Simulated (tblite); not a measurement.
## Run report: C$_{6}$H$_{13}$BOS, frequency calculation

- system: C$_{6}$H$_{13}$BOS, SMILES COB1CCCCCS1
- method: GFN2-xTB harmonic vibrations, gas phase (tblite 0.8.0)

It belongs to a series of runs on one base structure; here: constitutional isomer.

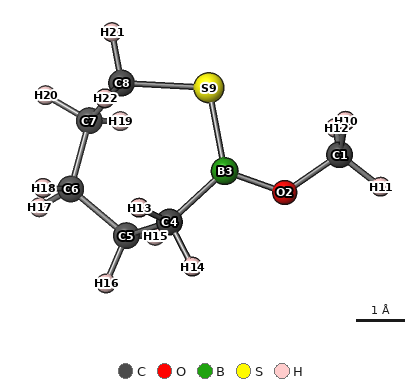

Fig. 1: The input geometry (ball-and-stick view, seen at a tilt; atoms are numbered from 1 in the order of the input). Bond lengths as drawn: B–C 1.59 Å, B–O 1.34 Å, B–S 1.82 Å, C–C 1.52 to 1.54 Å, C–H 1.09 Å, C–O 1.41 Å and C–S 1.83 Å.

Key numbers

| quantity | value |
| --- | --- |
| outcome | converged |
| total energy | −764.2648 eV |
| zero-point energy | 116.9680 kcal/mol |
| hardware | 1 CPU thread, shared host |
| wall time | 3 s |
| peak memory | 0.18 GiB |

The input
```
{"job": {"kind": "ir", "xc": "GFN2-xTB", "basis": "xTB"}, "charge": 0, "multiplicity": 1}
C      3.483289     0.319892    -0.848043
O      2.499759    -0.347965    -0.091959
B      1.234890     0.058005     0.044715
C      0.281730    -0.849036     0.945675
C     -0.867295    -1.529361     0.180536
C     -2.114817    -0.661088     0.024132
C     -1.961097     0.554550    -0.889486
C     -1.099782     1.674106    -0.315585
S      0.666896     1.569648    -0.785502
H      3.748001     1.267868    -0.373035
H      4.359548    -0.326633    -0.894575
H      3.120556     0.530915    -1.857368
H     -0.146621    -0.280902     1.775516
H      0.901143    -1.627858     1.394405
H     -0.515962    -1.844659    -0.804501
H     -1.161813    -2.430296     0.724883
H     -2.911432    -1.287246    -0.386672
H     -2.442260    -0.323694     1.011174
H     -1.552304     0.244329    -1.853309
H     -2.959275     0.962454    -1.073006
H     -1.414882     2.638088    -0.714020
H     -1.158683     1.708268     0.771447
```

The first line tells a small driver script what to run in tblite; the rest is the geometry in Å.

Launch command:
```bash
OMP_NUM_THREADS=1 python <driver script> task.json out
```

The program's output
```
mode    cm-1     km/mol
  1     -26.3      0.41
  2      55.7      2.41
  3     108.2      0.18
  4     155.8      4.17
  5     178.4      1.68
  6     227.0      2.59
  7     246.5      1.25
  8     283.1      2.29
  9     321.3      2.11
 10     374.4      1.10
 11     430.0      8.90
 12     472.7      1.70
 13     520.7     19.92
 14     553.8     23.90
 15     682.2      0.59
 16     795.7      9.60
 17     830.1      7.43
 18     855.0      4.76
 19     885.4     15.20
 20     921.8     45.91
 21     980.6     42.03
 22    1006.4     82.93
 23    1032.2     53.29
 24    1046.4      8.88
 25    1086.9      7.32
 26    1106.8     11.09
 27    1125.9      2.40
 28    1139.6      0.68
 29    1149.9     14.50
 30    1192.5      2.57
 31    1213.7      8.88
 32    1242.2      2.90
 33    1252.6     13.19
 34    1271.7     47.01
 35    1282.0    260.24
 36    1315.4     98.19
 37    1347.5      1.17
 38    1357.3      1.77
 39    1363.7      2.42
 40    1412.8     23.55
 41    1445.7      0.96
 42    1464.4      7.83
 43    1471.3      9.34
 44    1475.8      2.82
 45    1485.9      1.36
 46    1493.4      4.32
 47    1500.8      1.19
 48    2952.3     25.13
 49    2952.7     21.81
 50    2954.4     31.04
 51    2955.2     20.67
 52    2958.0     30.65
 53    2965.5     21.11
 54    2974.3     80.21
 55    2979.8     44.04
 56    2982.5     13.91
 57    2991.5     42.79
 58    2991.9     75.05
 59    3000.3     12.11
 60    3000.6     33.68
```

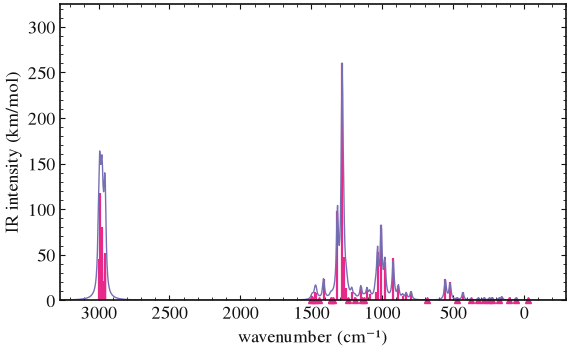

Fig. 2: Harmonic infrared spectrum, unscaled: sticks (degenerate modes added up, dark ones marked on the axis) with a Lorentzian envelope of 16 cm⁻¹ full width, scaled to the tallest stick; imaginary modes are drawn at negative wavenumbers. 60 modes from 26i to 3001 cm⁻¹, 1 imaginary beyond 8i (26i cm⁻¹): not a clean minimum; so soft a mode can be a shallow saddle, an incomplete relaxation or noise of the force constants. The strongest line is at 1282 cm⁻¹ (260 km/mol).
